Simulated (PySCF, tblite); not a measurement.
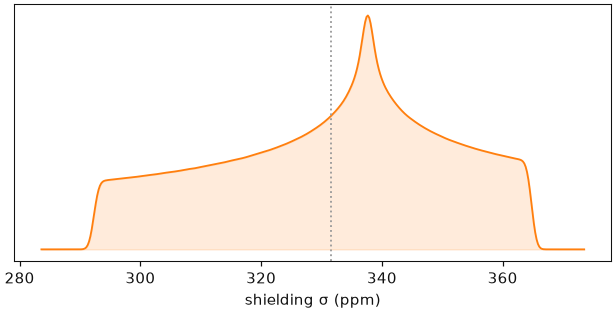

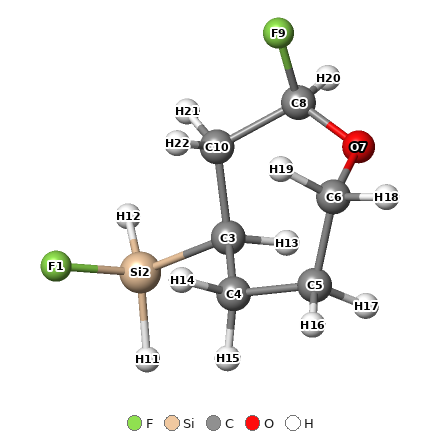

Static powder pattern (²⁹Si) from GIAO shielding tensors of C₆H₁₂F₂OSi, SMILES F[SiH2][C@@H]1CCCO[C@H](F)C1, PBE0/pcSseg-1, PySCF, at a GFN2-xTB geometry (a minimum by its frequencies); absolute shielding, one fixed geometry of the isolated molecule without any motion, no dipolar terms. The dotted line is the isotropic value; skew is 3(σiso − σ22)/span.

**The pattern belongs to Si2. Give the principal values, span and skew.**

Si2: σ11, σ22, σ33 = 292, 338, 365 ppm, isotropic 332, span 72 ppm, skew −0.25.

Caveats: the tight-binding geometry is rougher than a DFT one and adds to the error; one conformer of a flexible molecule.
